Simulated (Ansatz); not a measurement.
# ClFH3NOTi: what the fields show

Input

```
crystal:
  periodic: [false, false, false]
  atoms:
    - { symbol: Ti, position_ang: [0.0, 0.0, 0.0] }
    - { symbol: Cl, position_ang: [0.0, 0.0, 2.37] }
    - { symbol: "N", position_ang: [1.9426, 0.0, -0.686] }
    - { symbol: H, position_ang: [2.4408, -0.918, -0.8667] }
    - { symbol: H, position_ang: [2.4438, 0.918, -0.8582] }
    - { symbol: O, position_ang: [-0.9043, 1.5667, -0.6394] }
    - { symbol: H, position_ang: [-1.8621, 1.336, -0.8617] }
    - { symbol: F, position_ang: [-0.8619, -1.4933, -0.6094] }
basis:
  gaussian: { orbitals: def2-SVP }
hamiltonian:
  xc: pbe0
  dispersion: d4
relax:
  f_tol: 0.02
  max_steps: 40
output:
  orbitals: {}
```

Run with:

```sh
ansatz run input.yaml --threads 4 --pin off --max-ram 5120MiB --backend cpu --events-out ev --progress --plain --runs-dir out
```

The fields are those of the run's last geometry, not of the input's.

The calculation used RKS PBE0-D4/def2-SVP (Ansatz 0.2.0).

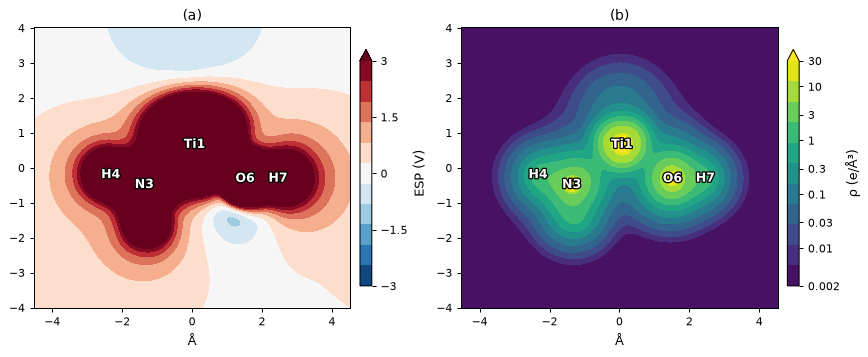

Figure 1. (a) molecular electrostatic potential; (b) total electron density on the plane of atoms N3, Ti1 and O6.

> Describe what can be read from this map.

The plane passes through Ti, N, H and O nuclei.
Ti–O (1.75 Å): the density is about 1.1 e/Å³ at the midpoint.
Ti–N (1.84 Å): ρ at the midpoint is about 1.1 e/Å³.
O–H (0.96 Å): ρ at the midpoint is about 3.7 e/Å³.
N–H (1.02 Å): the density is about 2.7 e/Å³ at the midpoint.
Outside the dense part of the molecule the potential is most negative (−0.9 V) near O6.

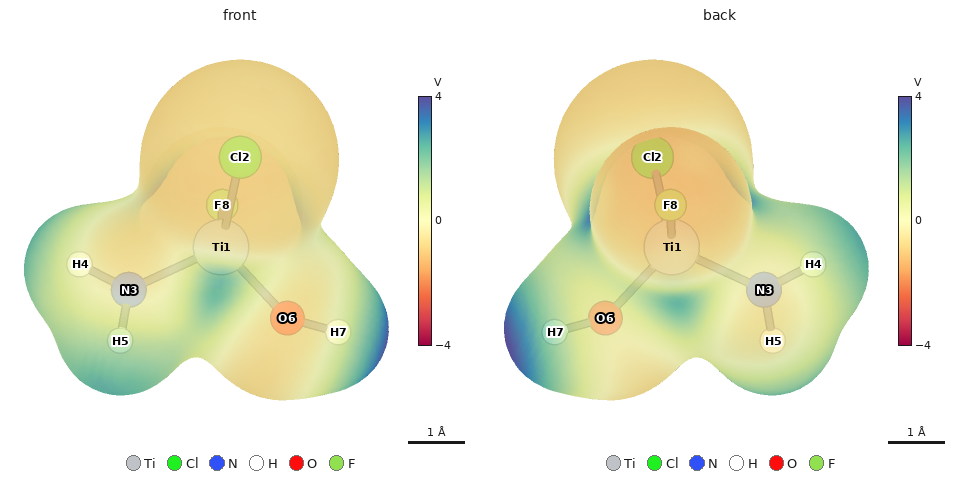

Figure 2. The molecular electrostatic potential painted on the density surface at 0.004 e/bohr³, seen from the front and from behind; the colour scale runs from red (negative) to blue (positive).

> Which sites attract a positive test charge, and which a negative one?

A positive charge is drawn to the negative regions and a negative charge to the positive ones. The most negative region (about −1.3 V) lies over F8, the most positive (about +3.9 V) over Ti1 and H7.

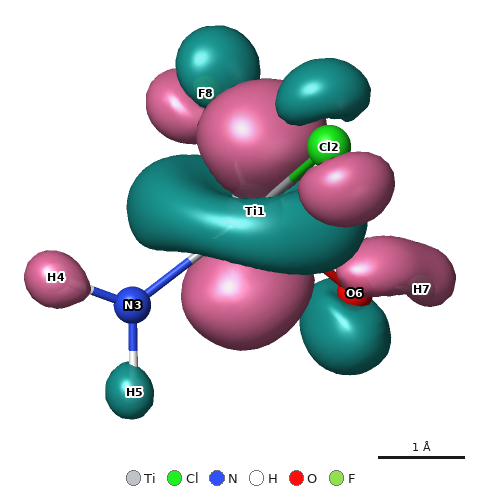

Figure 3. The LUMO at ±0.1 Å⁻³ᐟ² (teal and pink are the two phases), seen at a tilt.

> Where does this orbital lie, and at what energy?

Its weight (Hirshfeld) is mainly on Ti1 (about 75 %) and O6 (about 5 %). Its energy is −1.95 eV.

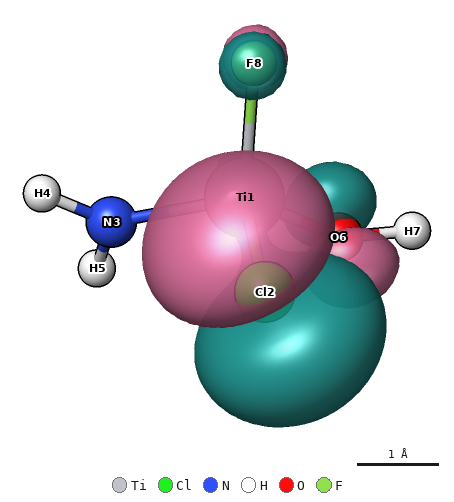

Figure 4. The HOMO−1 at ±0.1 Å⁻³ᐟ² (teal and pink are the two phases), seen from one side.

> Describe this orbital and give its energy.

Its weight (Hirshfeld) is mainly on Cl2 (about 85 %) and Ti1 (about 5 %); largely a lone pair of Cl2. Its energy is −8.60 eV.
